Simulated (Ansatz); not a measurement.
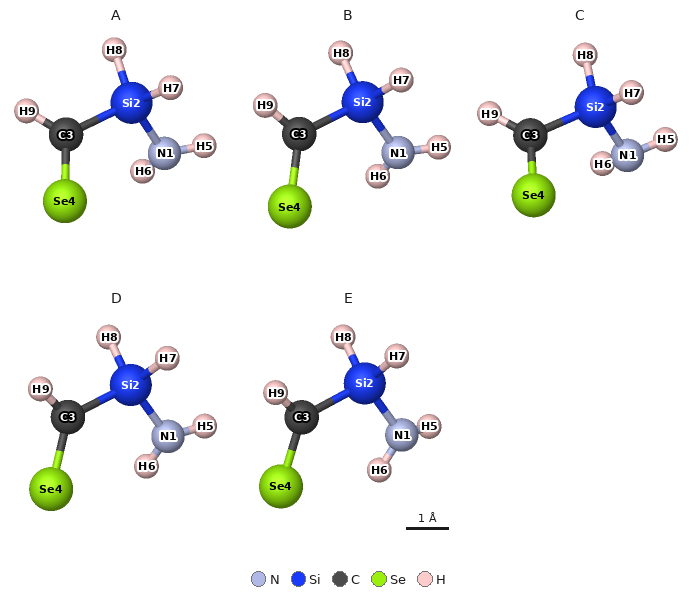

5 geometries from one relaxation of CH$_{5}$NSeSi (coarse preliminary run), in shuffled order. The picture is a ball-and-stick view, seen from a free direction.

The start comes from a force field.

Computed with RKS PBE-D4/def2-SVP in Ansatz. (force threshold 0.03 eV/Å; at most 200 steps)

### Order the frames from highest to lowest energy.

C, A, B, D, E. They are steps 0, 5, 8, 10, 24, at +9.45 kcal/mol, +2.79 kcal/mol, +1.65 kcal/mol, +0.84 kcal/mol relative to the last. Over 19 accepted moves (24 points after the start) the energy falls by 9.45 kcal/mol. Largest force component: 2.7 eV/Å at the start, 0.018 eV/Å at the end. The line search rejected the trial steps at points 2, 11, 14, 17, 20 of the run. The forces were under the threshold at step 15, but the run went on from there. The atom that moves furthest after the best rigid fit is Se4 (1.41 Å). By element the largest moves are Se 1.41 Å, H 1.08 Å, N 0.21 Å, Si 0.19 Å, C 0.09 Å. Some distances before and after: Si2–C3 1.835 → 1.894 Å, N1–H6 1.084 → 1.029 Å, N1–H5 1.070 → 1.021 Å, Si2–H7 1.462 → 1.508 Å. Bond angles that change, for instance: Si2–N1–H5 110.4° → 122.0°, N1–Si2–H8 109.1° → 116.7°, H5–N1–H6 104.3° → 111.8°. Groups turn about Si2–C3 by about 70°, N1–Si2 by about 35°. Cost: 30 s on 4 threads of Arm Neoverse V1, with other jobs on the host.
